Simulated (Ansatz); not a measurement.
# C₂H₈O₂Si: what the fields show

Input

```
crystal:
  periodic: [false, false, false]
  atoms:
    - { symbol: O, position_ang: [-1.0456, 1.7745, 1.1044] }
    - { symbol: C, position_ang: [-0.8472, 0.4336, 0.8386] }
    - { symbol: C, position_ang: [0.3504, 0.3033, -0.0912] }
    - { symbol: O, position_ang: [0.1853, 1.1108, -1.2621] }
    - { symbol: Si, position_ang: [0.9047, -1.5024, -0.3814] }
    - { symbol: H, position_ang: [-0.8494, 2.3068, 0.2696] }
    - { symbol: H, position_ang: [-0.6732, -0.0632, 1.8056] }
    - { symbol: H, position_ang: [-1.7031, 0.0461, 0.3554] }
    - { symbol: H, position_ang: [1.2311, 0.8221, 0.4505] }
    - { symbol: H, position_ang: [-0.5742, 0.6445, -1.7539] }
    - { symbol: H, position_ang: [1.107, -2.1861, 0.9546] }
    - { symbol: H, position_ang: [-0.1633, -2.1842, -1.0869] }
    - { symbol: H, position_ang: [2.098, -1.5404, -1.1882] }
basis:
  gaussian: { orbitals: "6-31G" }
hamiltonian:
  xc: r2scan
  dispersion: d4
relax:
  f_tol: 0.02
  max_steps: 40
scf:
  lower_state_search: "off"
output:
  orbitals: {}
```

Launched as:

```sh
ansatz run input.yaml --threads 1 --pin off --max-ram 2048MiB --backend cpu --events-out ev --progress --plain --runs-dir out
```

The fields are those of the relaxed geometry.

Theory: RKS r2SCAN-D4/6-31G in Ansatz 0.2.0.

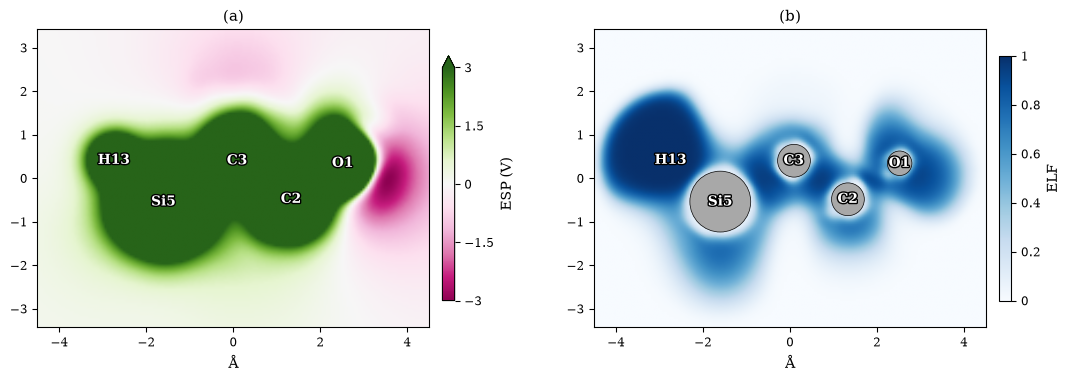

Figure 1. (a) molecular electrostatic potential; (b) electron localisation function on the plane of atoms O1, C2 and C3. Grey discs cover the atomic cores in the ELF map.

Describe what can be read from this map.

Answer. Atoms in the plane: O, C, Si and H. C–O (1.45 Å): the ELF peaks at about 0.90 between the atoms: a shared but strongly polarised pair. C–C (1.52 Å): the ELF peaks at about 0.95 between the atoms; localised, covalent bonding. C–Si (1.94 Å): the ELF peaks at about 0.95 between the atoms; localised, covalent bonding. Si–H (1.50 Å): the ELF climbs to about 1 towards the hydrogen, as it does in any bond to H. The ELF also peaks beside O1, away from the bonds: lone-pair regions. Outside the dense part of the molecule the potential is most negative (−3.0 V) near O1.

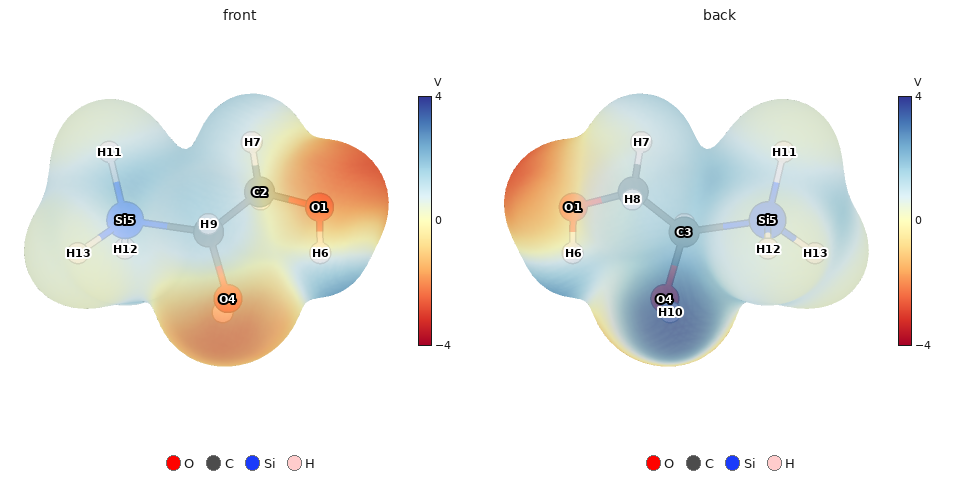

Figure 2. The electrostatic potential painted on the density surface at 0.004 e/bohr³, seen from the front and from behind; the colour scale runs from red (negative) to blue (positive).

Where is the surface potential most negative and most positive?

Answer. The most negative region (about −2.5 V) lies over O1, the most positive (about +3.2 V) over H10. O1 is the likeliest acceptor of a hydrogen bond.

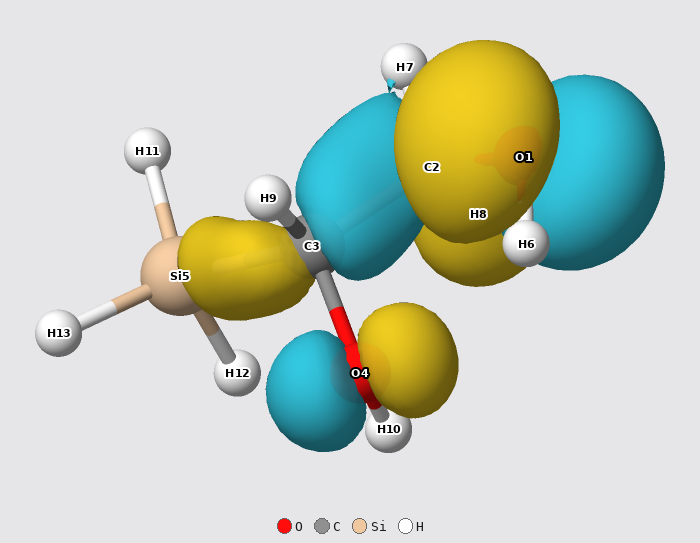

Figure 3. The HOMO at ±0.1 Å⁻³ᐟ² (yellow and cyan are the two phases), seen at a tilt.

What is the character of this orbital?

Answer. It lies mainly on O1 (about 65 %), C2 (about 10 %), O4 (about 5 %) and C3 (about 5 %). Its energy is −6.07 eV.
